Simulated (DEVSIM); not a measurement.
Structure: Ru/Si3N4/p-Ge capacitor, at 350 K.

```
layer (left to right)  material  thickness (nm)  Na (cm⁻³)
---------------------  --------  --------------  ---------
1                         Si3N4            18.0          -
2                            Ge             890     4.5e17
```

Metal gate on the left, work function 4.7 eV. Fixed charge at the semiconductor interface 0 cm⁻² (in units of +e); no interface traps.

The device is made up for the run: typed textbook-type constants, with dimensions and the other settings drawn at random. Values at 300 K; Nc and Nv go as T^1.5, mobilities as T to minus their exponent, the gap by Varshni's rule with the affinity fixed.

| parameter | Si3N4 | Ge |
|---|---|---|
| gap (eV) | 5.1 | 0.664 |
| affinity (eV) | 2.1 | 4 |
| permittivity | 7.5 | 16 |
| Nc (cm⁻³) | - | 1.04e19 |
| Nv (cm⁻³) | - | 6e18 |
| Varshni α (eV/K) | - | 0.000477 |
| Varshni β (K) | - | 235 |

Simulated with DEVSIM: 1D Poisson equation in equilibrium, Boltzmann statistics, complete ionisation; no quantum confinement or tunnelling. Metal contacts follow the ideal Schottky-Mott rule: no Fermi-level pinning, no interface dipoles.

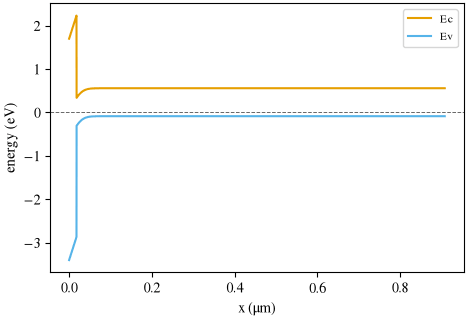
Figure: Band edges at 0.9 V on the gate

Energies count from the Fermi level of the right contact; mesh points crowd at the junctions.

| x (μm) | Ec (eV) | Ev (eV) | n (cm⁻³) | p (cm⁻³) | field (V/cm) |
|---|---|---|---|---|---|
| 0.000 | 1.700 | -3.400 | < 1e2 | < 1e2 | 300000 |
| 0.001146 | 1.734 | -3.366 | < 1e2 | < 1e2 | 300000 |
| 0.003410 | 1.802 | -3.298 | < 1e2 | < 1e2 | 300000 |
| 0.007474 | 1.923 | -3.177 | < 1e2 | < 1e2 | 300000 |
| 0.01409 | 2.120 | -2.980 | < 1e2 | < 1e2 | 300000 |
| 0.01651 | 2.193 | -2.907 | < 1e2 | < 1e2 | 300000 |
| 0.01781 | 2.232 | -2.868 | < 1e2 | < 1e2 | 300000 |
| 0.01946 | 0.357 | -0.288 | 9.5e13 | 5.5e14 | 130000 |
| 0.02216 | 0.391 | -0.254 | 3.1e13 | 1.7e15 | 120000 |
| 0.02804 | 0.452 | -0.192 | 4.1e12 | 1.3e16 | 89000 |
| 0.03963 | 0.524 | -0.120 | 3.7e11 | 1.4e17 | 38000 |
| 0.07761 | 0.559 | -0.085 | 1.2e11 | 4.5e17 | 400 |
| 0.1404 | 0.559 | -0.085 | 1.2e11 | 4.5e17 | ≈ 0 |
| 0.2683 | 0.559 | -0.085 | 1.2e11 | 4.5e17 | ≈ 0 |
| 0.6118 | 0.559 | -0.085 | 1.2e11 | 4.5e17 | ≈ 0 |
| 0.7630 | 0.559 | -0.085 | 1.2e11 | 4.5e17 | ≈ 0 |
| 0.8397 | 0.559 | -0.085 | 1.2e11 | 4.5e17 | ≈ 0 |
| 0.8750 | 0.559 | -0.085 | 1.2e11 | 4.5e17 | ≈ 0 |
| 0.8963 | 0.559 | -0.085 | 1.2e11 | 4.5e17 | ≈ 0 |
| 0.9029 | 0.559 | -0.085 | 1.2e11 | 4.5e17 | ≈ 0 |
| 0.9061 | 0.559 | -0.085 | 1.2e11 | 4.5e17 | ≈ 0 |
| 0.9080 | 0.559 | -0.085 | 1.2e11 | 4.5e17 | ≈ 0 |
